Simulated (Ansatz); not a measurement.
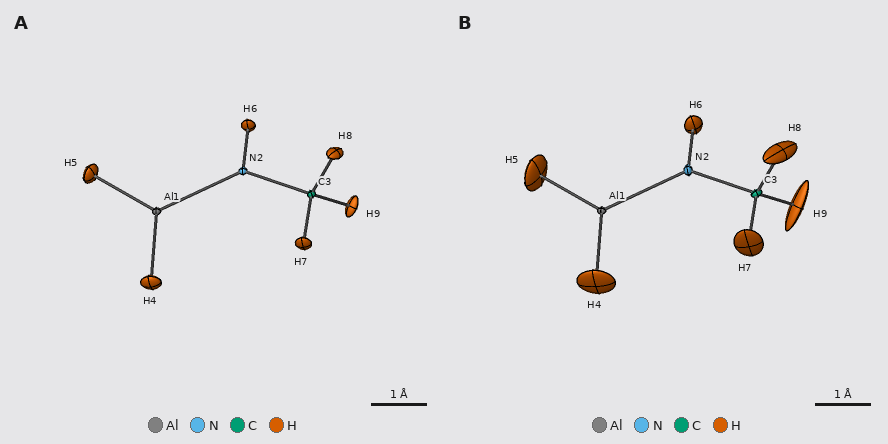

Displacement ellipsoids at the 50 % level, scaled by 0.7, from the internal vibrations of the free molecule (harmonic, no overall translation or rotation; no half-axis is drawn under 0.075 Å). Vibrations computed with RKS PBE0-D4/def2-TZVP (Ansatz 0.2.0). One panel is for 0 K (zero-point motion alone), the other for 900 K.

Which panel is for 900 K?

B.

How much does the mean-square displacement of H9 grow, and why?

U_eq goes from 0.0189 to 0.0836 Å², a factor of 4.4. Modes below kT (626 cm⁻¹ at 900 K) grow about in proportion to T, and the lowest lies at 178 cm⁻¹; the mean-square amplitude of a mode is its zero-point value times coth(ħω/2kT), which comes close to 1 only above about 3kT.
